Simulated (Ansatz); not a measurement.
# SiH4ClF: geometry relaxation

The run: geometry relaxation of SiH4ClF. Method and program: RKS PBE-D4/def2-SVP (Ansatz 0.2.0).

It belongs to a series of runs on one base structure; here: end point A relaxed. Figures and captions count atoms from 1; the log counts them from 0 in places.

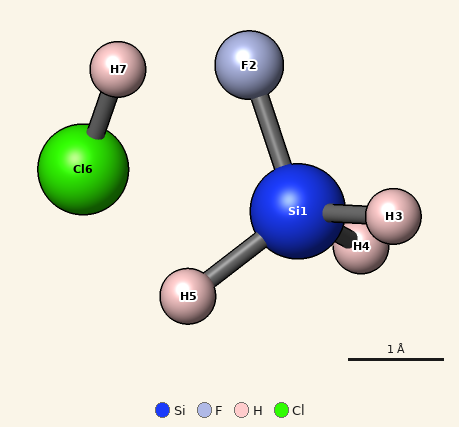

Figure 1. The starting structure (ball-and-stick view, seen at a tilt; atoms are numbered from 1 in the order of the input). Bond lengths as drawn: Cl–H 1.34 Å, F–Si 1.62 Å and H–Si 1.50 Å.

### The input
```yaml
crystal:
  periodic: [false, false, false]
  atoms:
    - { symbol: Si, position_ang: [0.218938, -0.000836, -0.073074] }
    - { symbol: F, position_ang: [0.241409, -0.004367, 1.55057] }
    - { symbol: H, position_ang: [1.657872, 0.001584, -0.510478] }
    - { symbol: H, position_ang: [-0.456987, 1.244556, -0.558401] }
    - { symbol: H, position_ang: [-0.454204, -1.245844, -0.563225] }
    - { symbol: Cl, position_ang: [-2.861096, -0.003485, 1.208022] }
    - { symbol: H, position_ang: [-1.817131, 0.008391, 2.043187] }
basis:
  gaussian: { orbitals: def2-SVP }
hamiltonian:
  xc: pbe
  dispersion: d4
relax:
  f_tol: 0.03
  max_steps: 50
output:
  orbitals: {}
```

Hardware: 2 threads of Arm Neoverse V1, 24 GiB of memory available, shared host.

Run as:
```bash
ansatz run input.yaml --threads 2 --pin off --max-ram 3072MiB --backend cpu --events-out ev --progress --plain --runs-dir out
```

### What the program printed
```
The last accepted step is kept in [file] (removed where the run ends without a failure and the disk answers)
Engine: ansatz 0.2.0, aarch64-unknown-linux-gnu
Functional definition: PBE
  parameter kappa = 0.804
  parameter beta = 0.06672455060314922
  exchange = pbe_x(kappa = kappa, mu = beta*pi^2/3)
  correlation = pbe_c(beta = beta)
771 factors; their error is unknown
mean field evaluation 1: about -23161.2929 eV, gradient 2.9e1 eV
mean field evaluation 2: about -23158.4307 eV, gradient 5.4e1 eV
mean field evaluation 4: about -23162.7976 eV, gradient 1.4e0 eV
mean field evaluation 8: about -23162.7476 eV, gradient 2.6e-2 eV
mean field -23162.74764603 eV, -851.2152757174 hartree, gradient 2.9e-5 eV, S^2 0.000000; 0 other end points of the search recorded, 0 dependent functions left out
the calculation of the forces begins
reference -23162.74767737 eV, -851.2152768690 hartree; 22, 22 occupied and 48, 48 virtual orbitals, 771 factors
relax step   1: F+E_penalty+E_count = -23162.85313422 eV  Δ(F+E_penalty+E_count) = +0.000e0 eV  max|allowed force component| = 1.074e0 eV/Å  Δτ_max = 0.0000 Å  (22 SCF iters, accepted)
these checks for a lower state are left out or cut short: starts, cluster_reference, orbital_swaps, neighbouring_geometries, increment
771 factors; their error is unknown
mean field evaluation 16: about -23162.8368 eV, gradient 2.1e-1 eV
mean field -23162.78332274 eV, -851.2165868121 hartree, gradient 2.3e-5 eV, S^2 0.000000; 0 other end points of the search recorded, 0 dependent functions left out
the calculation of the forces begins
reference -23162.78335359 eV, -851.2165879460 hartree; 22, 22 occupied and 48, 48 virtual orbitals, 771 factors
relax step   2: F+E_penalty+E_count = -23162.88410542 eV  Δ(F+E_penalty+E_count) = -3.097e-2 eV  max|allowed force component| = 9.200e-1 eV/Å  Δτ_max = 0.1950 Å  (26 SCF iters, accepted)
these checks for a lower state are left out or cut short: starts, cluster_reference, orbital_swaps, neighbouring_geometries, increment
771 factors; their error is unknown
mean field -23162.81152334 eV, -851.2176231651 hartree, gradient 1.6e-5 eV, S^2 0.000000; 0 other end points of the search recorded, 0 dependent functions left out
the calculation of the forces begins
reference -23162.81155438 eV, -851.2176243057 hartree; 22, 22 occupied and 48, 48 virtual orbitals, 771 factors
relax step   3: F+E_penalty+E_count = -23162.90946741 eV  Δ(F+E_penalty+E_count) = -2.536e-2 eV  max|allowed force component| = 1.597e-1 eV/Å  Δτ_max = 0.1227 Å  (25 SCF iters, accepted)
these checks for a lower state are left out or cut short: starts, cluster_reference, orbital_swaps, neighbouring_geometries, increment
771 factors; their error is unknown
mean field evaluation 32: about -23162.8186 eV, gradient 2.3e-4 eV
mean field -23162.81855163 eV, -851.2178814499 hartree, gradient 2.2e-5 eV, S^2 0.000000; 0 other end points of the search recorded, 0 dependent functions left out
the calculation of the forces begins
reference -23162.81858206 eV, -851.2178825686 hartree; 22, 22 occupied and 48, 48 virtual orbitals, 771 factors
relax step   4: F+E_penalty+E_count = -23162.91822351 eV  Δ(F+E_penalty+E_count) = -8.756e-3 eV  max|allowed force component| = 3.068e-1 eV/Å  Δτ_max = 0.1938 Å  (25 SCF iters, accepted)
these checks for a lower state are left out or cut short: starts, cluster_reference, orbital_swaps, neighbouring_geometries, increment
771 factors; their error is unknown
mean field -23162.82152823 eV, -851.2179908380 hartree, gradient 1.0e-5 eV, S^2 0.000000; 0 other end points of the search recorded, 0 dependent functions left out
the calculation of the forces begins
reference -23162.82155879 eV, -851.2179919614 hartree; 22, 22 occupied and 48, 48 virtual orbitals, 771 factors
relax step   5: F+E_penalty+E_count = -23162.92087731 eV  Δ(F+E_penalty+E_count) = -2.654e-3 eV  max|allowed force component| = 3.996e-2 eV/Å  Δτ_max = 0.0474 Å  (27 SCF iters, accepted)
these checks for a lower state are left out or cut short: starts, cluster_reference, orbital_swaps, neighbouring_geometries, increment
771 factors; their error is unknown
mean field -23162.82187871 eV, -851.2180037181 hartree, gradient 9.7e-6 eV, S^2 0.000000; 0 other end points of the search recorded, 0 dependent functions left out
the calculation of the forces begins
reference -23162.82190928 eV, -851.2180048413 hartree; 22, 22 occupied and 48, 48 virtual orbitals, 771 factors
relax step   6: F+E_penalty+E_count = -23162.92138997 eV  Δ(F+E_penalty+E_count) = -5.127e-4 eV  max|allowed force component| = 1.312e-2 eV/Å  Δτ_max = 0.0221 Å  (26 SCF iters, accepted)
771 factors; their error is unknown
mean field evaluation 64: about -23162.8219 eV, gradient 2.0e-5 eV
```

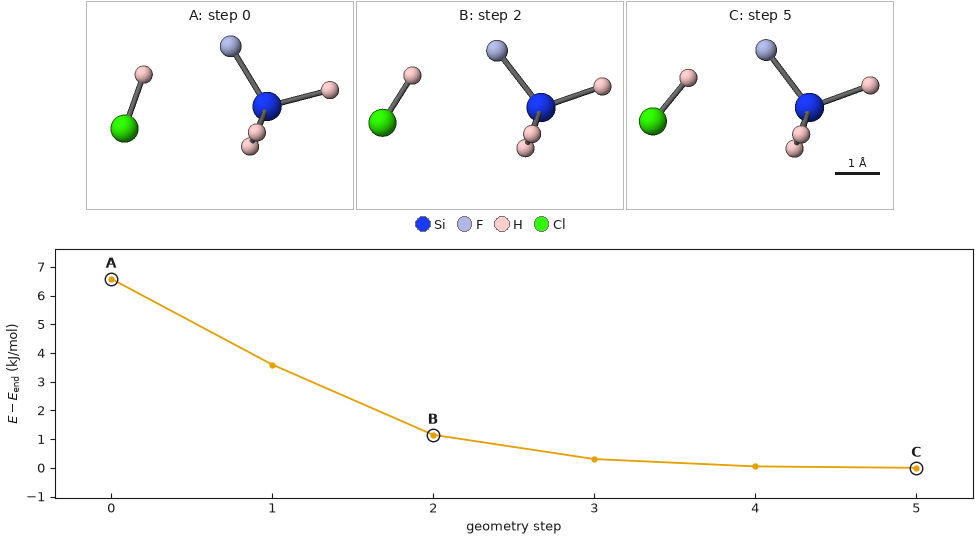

Figure 2. Frames of the relaxation (ball-and-stick view, seen on its broad side) above the curves, on which the letters mark them (the first geometry is step 0 here and step 1 in the log).

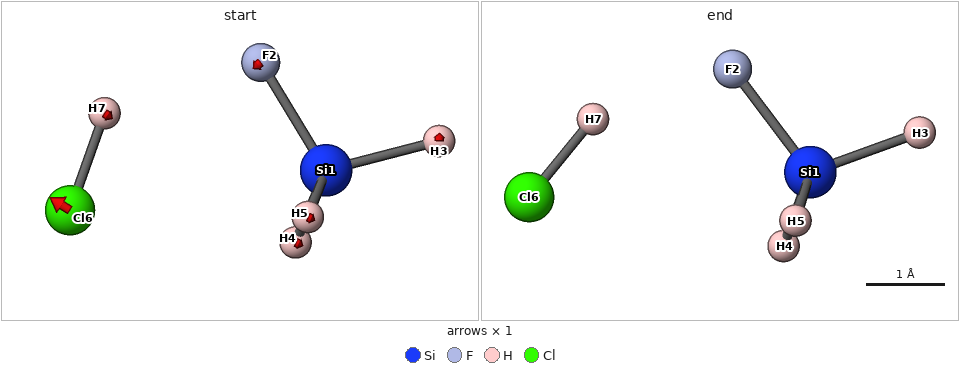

Figure 3. Before (left) and after (right) the relaxation, at one scale (ball-and-stick view, seen on its broad side). The red arrows give the displacements, at true length. The largest move after the best rigid fit is that of Cl6, 0.32 Å. Largest moves by element: Cl 0.32 Å, F 0.14 Å, H 0.13 Å, Si 0.06 Å. Among the contacts that change: Si1–F2 1.624 → 1.660 Å, Cl6–H7 1.337 → 1.306 Å, Si1–H3 1.504 → 1.499 Å. Over 5 geometry steps the energy falls by 6.59 kJ/mol. The largest force component goes from 1.1 to 0.013 eV/Å. (Atoms are counted from 1 in the order of the input.)

```
mean field -23162.82187871 eV, -851.2180037181 hartree, gradient 9.6e-6 eV, S^2 0.000000; 1 other end points of the search recorded, 0 dependent functions left out
the calculation of the forces begins
reference -23162.82190928 eV, -851.2180048413 hartree; 22, 22 occupied and 48, 48 virtual orbitals, 771 factors
Total energy: -23162.92142054 eV, -851.2216618128 hartree
Atom 0 at     0.253856     0.000067    -0.121125 Å, force     0.013118    -0.000044    -0.005404 eV/Å
Atom 1 at     0.106203    -0.000029     1.532457 Å, force    -0.002740     0.000029    -0.001144 eV/Å
Atom 2 at     1.723080     0.000224    -0.418675 Å, force     0.001011    -0.000054     0.001940 eV/Å
Atom 3 at    -0.393431     1.240648    -0.653066 Å, force    -0.004816     0.002801     0.002703 eV/Å
Atom 4 at    -0.393230    -1.240618    -0.653070 Å, force    -0.004754    -0.002780     0.002548 eV/Å
Atom 5 at    -3.000659     0.000063     1.490048 Å, force     0.009588    -0.000102     0.006888 eV/Å
Atom 6 at    -1.767018    -0.000355     1.920032 Å, force    -0.011407     0.000152    -0.007532 eV/Å
Dipole moment:     0.344380    -0.000053    -0.243058 e Å
```

### Trajectory as extended XYZ (Å, eV, eV/Å), 6 frames, from step=1 to step=6
```
7
Properties=species:S:1:pos:R:3:forces:R:3 step=1 energy=-23162.85313
Si    0.2189   -0.0008   -0.0731    0.1751  -0.0021  -1.0740
F     0.2414   -0.0044    1.5506   -0.0798   0.0020   1.0335
H     1.6579    0.0016   -0.5105   -0.0208   0.0004  -0.0002
H    -0.4570    1.2446   -0.5584   -0.0026  -0.0130  -0.0011
H    -0.4542   -1.2458   -0.5632   -0.0025   0.0141  -0.0028
Cl   -2.8611   -0.0035    1.2080    0.6084   0.0102   0.6782
H    -1.8171    0.0084    2.0432   -0.6778  -0.0117  -0.6338
7
Properties=species:S:1:pos:R:3:forces:R:3 step=2 energy=-23162.88411
Si    0.2562   -0.0009   -0.0904    0.0609   0.0033  -0.6535
F     0.2211   -0.0025    1.5469   -0.1144  -0.0007   0.5876
H     1.7006    0.0017   -0.5029   -0.0201  -0.0010   0.0328
H    -0.4247    1.2381   -0.5849    0.0030   0.0044   0.0080
H    -0.4219   -1.2398   -0.5886    0.0034  -0.0052   0.0094
Cl   -2.9963   -0.0007    1.3485    0.9200   0.0045   0.5013
H    -1.8063    0.0041    1.9681   -0.8529  -0.0054  -0.4856
7
Properties=species:S:1:pos:R:3:forces:R:3 step=3 energy=-23162.90947
Si    0.2837    0.0000   -0.1426   -0.1138  -0.0011   0.1597
F     0.1164   -0.0003    1.5079    0.0987  -0.0005  -0.0288
H     1.7506    0.0002   -0.4658   -0.0357   0.0011   0.0527
H    -0.3715    1.2445   -0.6549    0.0080  -0.0042  -0.0661
H    -0.3702   -1.2449   -0.6559    0.0069   0.0048  -0.0648
Cl   -3.0248    0.0002    1.4679   -0.0374   0.0000   0.0121
H    -1.8553    0.0003    2.0401    0.0732  -0.0001  -0.0648
7
Properties=species:S:1:pos:R:3:forces:R:3 step=4 energy=-23162.91822
Si    0.2517   -0.0001   -0.1137    0.0189  -0.0003  -0.0957
F     0.0959   -0.0004    1.5393    0.0403   0.0000   0.0203
H     1.7199    0.0003   -0.4263   -0.0282   0.0002   0.0554
H    -0.3950    1.2435   -0.6407   -0.0071  -0.0121   0.0002
H    -0.3943   -1.2436   -0.6414   -0.0073   0.0123   0.0007
Cl   -3.0053   -0.0003    1.4982    0.2902   0.0005   0.0799
H    -1.7442    0.0006    1.8812   -0.3068  -0.0006  -0.0607
7
Properties=species:S:1:pos:R:3:forces:R:3 step=5 energy=-23162.92088
Si    0.2574   -0.0001   -0.1189    0.0025   0.0000   0.0244
F     0.1280   -0.0004    1.5363   -0.0354   0.0000  -0.0183
H     1.7230    0.0005   -0.4322    0.0064   0.0000  -0.0057
H    -0.3978    1.2406   -0.6415    0.0003   0.0006  -0.0027
H    -0.3970   -1.2409   -0.6420    0.0002  -0.0006  -0.0026
Cl   -3.0073    0.0002    1.4800   -0.0139   0.0000  -0.0086
H    -1.7775    0.0001    1.9150    0.0400  -0.0001   0.0135
7
Properties=species:S:1:pos:R:3:forces:R:3 step=6 energy=-23162.92139
Si    0.2539    0.0001   -0.1211    0.0131   0.0000  -0.0054
F     0.1062    0.0000    1.5325   -0.0027   0.0000  -0.0011
H     1.7231    0.0002   -0.4187    0.0010  -0.0001   0.0019
H    -0.3934    1.2406   -0.6531   -0.0048   0.0028   0.0027
H    -0.3932   -1.2406   -0.6531   -0.0048  -0.0028   0.0025
Cl   -3.0007    0.0001    1.4900    0.0096  -0.0001   0.0069
H    -1.7670   -0.0004    1.9200   -0.0114   0.0002  -0.0075
```

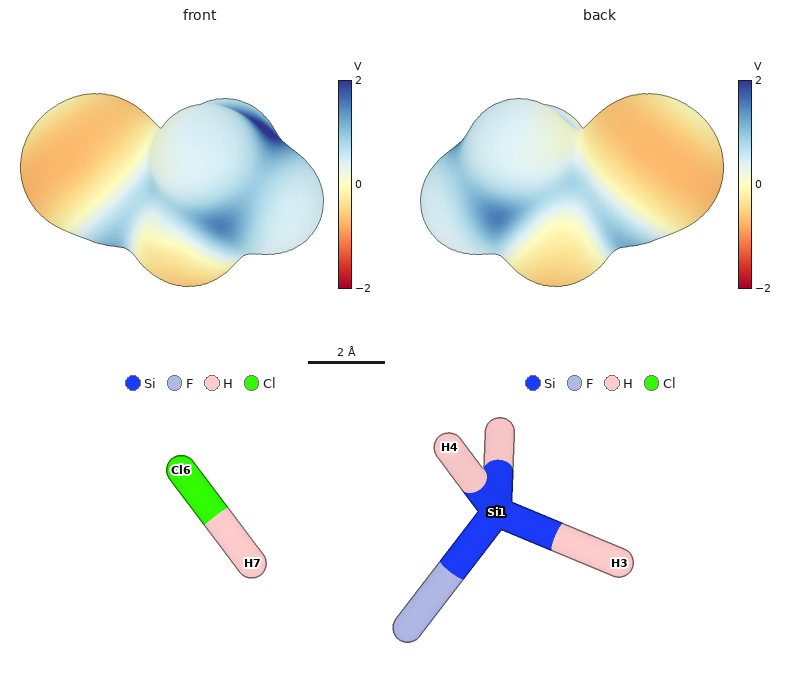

Figure 4. The electrostatic potential painted on the density surface at 0.002 e/bohr³, seen at a tilt and from behind; red is negative and blue positive. The bare structure is drawn below in the same view.

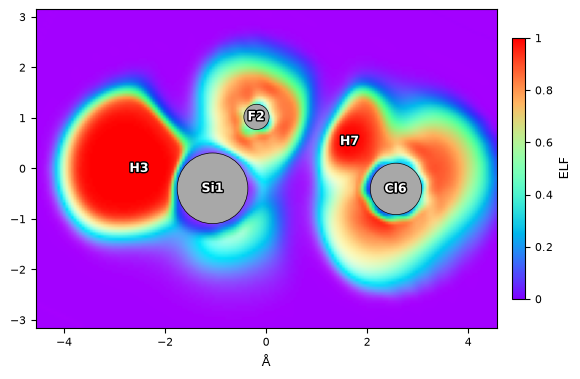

Figure 5. ELF on the plane of atoms F2, Si1 and H3. Grey discs, where drawn, cover atomic cores. The section cuts through Si, F, H and Cl sites. F2···H7 (1.91 Å): the ELF is only about 0.10 between them; a non-bonded, intermolecular contact. Si–F (1.66 Å): the ELF peaks at about 0.85 between the atoms. Cl–H (1.31 Å): the ELF climbs to about 1 towards the hydrogen, as it does in any bond to H. Si–H (1.50 Å): the ELF climbs to about 1 towards the hydrogen.

### Results in brief

```csv
quantity,value
outcome,converged
total energy,−23162.9214 eV
mean-field energy,−23162.8219 eV
largest force (length of the vector) at the end,0.014 eV/Å
wall time,6.1 s (CPU time 12 s)
peak memory,0.14 GiB
```
